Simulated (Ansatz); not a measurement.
# Glassy 65SiO2-10Al2O3-25Li2O (mol %) (128 atoms) under strain, part 3 of 3

How stiff is glassy 65SiO2-10Al2O3-25Li2O (mol %) (128 atoms)?

Ansatz 0.2.0; Kohn-Sham DFT, r2SCAN, PAW (set soft_2), plane waves.

The cell: 26 Si, 8 Al, 20 Li and 74 O. The quench rate of 100 K/ps far exceeds what a furnace or splat quench reaches. The starting topology of bonds comes from the classical model. Sampling is at Γ alone.

So far. Step 9 (Volume -10 %): The relaxation was stopped at its limit after 20 steps, 7.00 eV below its start, with a largest force component of 0.13 eV/Å. Step 9 (Volume -10 %): Volume -10 %: the energy stands 2.46 eV above that of the reference.

## Step 10: Stretched by 1 % along x

The relaxed cell is strained along x alone, which gives the stiffness along x and its coupling to y and z.

input.yaml reads:

```yaml
crystal:
  lattice:
    - [11.47603, 0.09444, -0.12342]
    - [0.09538, 11.61829, 0.20047]
    - [-0.12465, 0.20047, 11.67694]
  atoms:
    [... the 128 atom lines of step 4 ...]
kpoints:
  mp_grid: { grid: [1, 1, 1] }
hamiltonian:
  xc: r2scan
scf:
  occupations: { method: fixed }
output:
  forces: true
  eigenvalues: true
  stress: true
relax:
  f_tol: 0.05
  max_steps: 70
```

Run with:

```console
> ansatz run input.yaml --threads 4 --pin off --max-ram 8192MiB --backend cpu --events-out ev --progress --plain --runs-dir out
```

Numbers of over 12 decimals in the logs are rounded to 6 here.

Log:

```text
[...]
Crystal: 128 atoms, lattice volume = 1556.158 Å³
Basis set: ecut = 500 eV, 39507 PW (Γ), exchange–correlation on 360×360×360 points (64 copies of the dense FFT grid, shifted against one another)
Bands: 444, of which v1, the nominal top of the filled ones, is band 316 counted from 1 (315 counted from 0)
Symmetry: 1 space group operations
[...]
k-points: 1
[...]
SCF iter   1: F=—  HF=-67283.801451 eV  |F-HF|=—  |Δ(HF+E_count)|=         —  Δρ=7.15e-3  dr2=8.63e-1  dr2_τ=8.57e0  ethr=1.77e-3  ⟨swp⟩=4.0  Hψ=1716  notcnv=0  defer=122
[...]
SCF iter   5: F=—  HF=-67287.132603 eV  |F-HF|=—  |Δ(HF+E_count)|=   3.64e-4  Δρ=1.29e-4  dr2=1.96e-4  dr2_τ=2.19e-5  ethr=4.10e-7  ⟨swp⟩=2.0  Hψ=553  notcnv=0  defer=126
SCF iter   6: F=-67287.132669 eV  HF=-67287.132691 eV  |F-HF|=2.14e-5  |Δ(HF+E_count)|=   8.80e-5  Δρ=5.78e-5  dr2=4.61e-5  dr2_τ=5.31e-6  ethr=9.89e-9  ⟨swp⟩=15.0  Hψ=3233  notcnv=0
SCF 1 converged in 6 iterations: F = -67287.132669 eV  dr2 = 4.61e-5
[...]
relax step   1: F+E_penalty+E_count = -67287.13266922 eV  Δ(F+E_penalty+E_count) = +0.000e0 eV  max|allowed force component| = 5.066e-1 eV/Å  Δτ_max = 0.0000 Å  (6 SCF iters, dr2 threshold 6.25e-5 eV, accepted)
[...]
relax step   2: F+E_penalty+E_count = -67287.18360781 eV  Δ(F+E_penalty+E_count) = -5.094e-2 eV  max|allowed force component| = 2.722e-1 eV/Å  Δτ_max = 0.0147 Å  (5 SCF iters, dr2 threshold 1.60e-5 eV, accepted)
[...]
relax step   3: F+E_penalty+E_count = -67287.21614537 eV  Δ(F+E_penalty+E_count) = -3.254e-2 eV  max|allowed force component| = 6.609e-2 eV/Å  Δτ_max = 0.0254 Å  (6 SCF iters, dr2 threshold 4.63e-6 eV, accepted)
relax step   4: F+E_penalty+E_count = -67287.13609483 eV  Δ(F+E_penalty+E_count) = +8.005e-2 eV  max|allowed force component| = 2.584e-1 eV/Å  Δτ_max = 0.2000 Å  (9 SCF iters, rejected (line search))
[...]
relax step   5: F+E_penalty+E_count = -67287.22447351 eV  Δ(F+E_penalty+E_count) = -8.328e-3 eV  max|allowed force component| = 3.512e-2 eV/Å  Δτ_max = 0.0504 Å  (9 SCF iters, accepted)
[...]
SCF iter   2: F=-67287.224474 eV  HF=-67287.224474 eV  |F-HF|=1.28e-8  |Δ(HF+E_count)|=   1.35e-8  Δρ=6.32e-7  dr2=7.95e-9  dr2_τ=6.88e-10  ethr=4.30e-12  ⟨swp⟩=3.0  Hψ=987  notcnv=0
SCF 6 converged in 2 iterations: F = -67287.224474 eV  dr2 = 7.95e-9
SCF converged after 2 iterations
Free energy (F): -67287.224474 eV
[...]
Internal energy: -67287.224474 eV  (E = F + TS)
E sigma→0 (E₀):  -67287.224474 eV
Fermi energy:    3.079696 eV
[...]
Σ components = -67287.224474   (vs F -67287.224474, Δ=0.00e0)
--- Forces (eV/Å), atoms counted from 1 ---
  atom   1  Si     0.00563787    -0.00527792    -0.00524139
  atom   2  Si    -0.00420292     0.00735579     0.00604464
  atom   3  Si     0.01642446    -0.01073532     0.00454075
  atom   4  Si    -0.00445462     0.00637800    -0.01154971
[...]
atom 128  O     -0.01033662     0.00737890    -0.01514276
  max |Σ_I F_I| component: 1.32e-4 eV/Å
--- Stress (GPa, compression-positive) ---
       -0.997712      -0.022008      -0.094195
       -0.021999      -0.369839      -0.042959
       -0.094213      -0.042964      -0.396537
  P = ⅓ Tr σ = -0.5880 GPa (-5.880 kbar)
--- Band table (eV) ---
[...]
--- Relaxed structure (5 steps of the walk, 4 accepted, 0 SCFs on fresh bases) ---
  F+E_penalty+E_count = -67287.22447351 eV   max|allowed force component| = 3.512e-2 eV/Å
  atoms:
    - { symbol: Si, position: [0.148644, 0.966471, 0.381110] }
    - { symbol: Si, position: [0.794465, 0.659187, 0.404233] }
    - { symbol: Si, position: [0.905423, 0.681655, 0.703483] }
    - { symbol: Si, position: [0.379986, 0.785071, 0.702763] }
[...]
- { symbol: O, position: [0.434328, 0.326645, 0.478634] }
```

The job ended after 5.8 min (4 threads of Arm Neoverse V1, shared host; peak memory 4.6 GiB).

The relaxation converged after 5 steps, 0.0918 eV below its start, with a largest force component of 0.035 eV/Å.

Stretched by 1 % along x: the energy stands 0.0473 eV above that of the reference, at a pressure of -0.588 GPa.

## Step 11: Pressure against volume

Atoms are relaxed at each volume, in the scaled cell.

| volume change (%) | volume (Å³/atom) | energy change (meV/atom) | pressure (GPa) | largest move on relaxing (Å) | bonds | gap (eV) |
| --- | --- | --- | --- | --- | --- | --- |
| -6 | 11.315 | 5.88 | 2.61 | 1.02 | 211 | 4.81 |
| -3 | 11.676 | 2.21 | 2.01 | 0.15 | 210 | 4.64 |
| +0 | 12.037 | 0.00 | 0.00 | - | 208 | 4.56 |
| +3 | 12.398 | 1.90 | -1.69 | 0.19 | 208 | 4.40 |
| +6 | 12.759 | 6.85 | -3.00 | 1.14 | 204 | 4.12 |

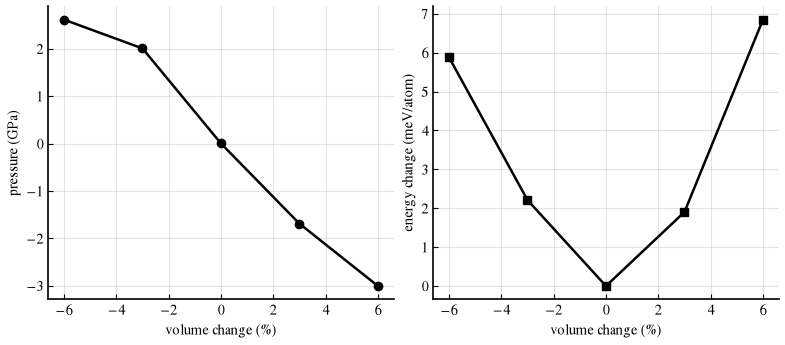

Pressure and energy against volume.

## Step 12: Uniaxial strain and shear

Stress (GPa, compression positive) less that of the relaxed cell, atoms relaxed:

| strain | xx | yy | zz | xy | energy change (meV/atom) |
| --- | --- | --- | --- | --- | --- |
| stretched by 1 % along x | -1.012 | -0.364 | -0.396 | -0.023 | 0.37 |

## Step 13: Outcome

The bulk modulus, from the slope of pressure against ln V over the three points nearest the relaxed volume, is 61.6 GPa; between neighbouring points the slope runs 19, 66, 57 and 46 GPa from the smallest volume up, without a steady fall, so no pressure derivative is given, and the cell yields more easily when compressed beyond -3 %. The count of bonds runs from 204 to 211 over the series, so at some points contacts cross the cutoffs. At -6 % and +6 % some atom moved by over 0.5 Å on relaxing, so those points may sit in another local minimum. The gap goes from 4.81 eV at the smallest volume to 4.12 eV at the largest, -5.4 eV per unit of ln V by a straight line, on the run's k-points.

Caveats: Strains are finite and relaxations stop at the force tolerance of the input, which can leave moduli too stiff; they are those of a static cell at zero temperature. Volumes are changed with the cell's shape held, so in an anisotropic solid the modulus lies over the one under free hydrostatic load. The program notes that the SCF threshold of the relaxations is loose for the stress.

The DFT runs together took 1.9 h of wall time.

[Logs are printed without paths, hosts, clocks, repeated set-up lines and the standing remarks that a program may print on its own settings, such as how far it seeks lower states.]

[Hosts, paths, dates, database ids (printed as entryN), source tags and the programs' standing remarks are cut or masked in the printed files.]
